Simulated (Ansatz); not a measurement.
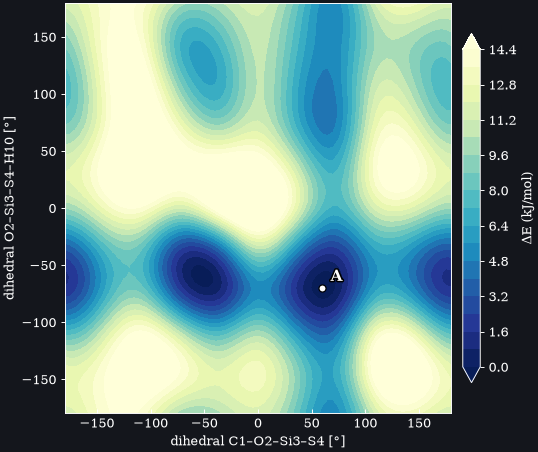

CH₅ClOSSi, SMILES CO[SiH](S)Cl. Coordinates scanned: (1) dihedral C1–O2–Si3–S4; (2) dihedral O2–Si3–S4–H10. Nothing is relaxed (all other coordinates rigid). The scan uses a 10 × 10 grid. Energies are in kJ/mol, from the lowest grid point. Method: RKS PBE-D4/def2-SVP in Ansatz 0.2.0.

Drawn: filled contours, one colour for all values above the top of the scale, the point A. Between grid points the surface is interpolated.

What is the easiest way out of the well at A, and how high is the barrier?

Answer. The easiest path leads from the well at about dihedral C1–O2–Si3–S4 = 60°, dihedral O2–Si3–S4–H10 = −70° to the well at about dihedral C1–O2–Si3–S4 = −50°, dihedral O2–Si3–S4–H10 = −60°, about 0.11 kJ/mol higher (on a rigid scan; wells that are mirror images or exchange like atoms can differ by this much). Its highest point lies about 5.8 kJ/mol above the bottom of the first well on the interpolated surface, at dihedral C1–O2–Si3–S4 = 0°, dihedral O2–Si3–S4–H10 = −72°. The start is the relaxed structure and all else is held, so a fully relaxed path at this level can only be lower.

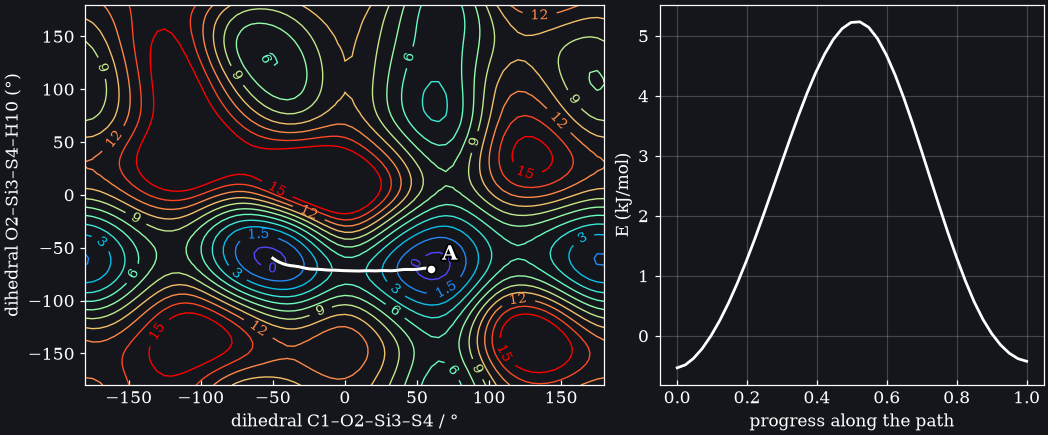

Drawn: contour lines labelled in kJ/mol (none above 15), a line along the lowest path, the energy along the path at the right. Between grid points the surface is interpolated.
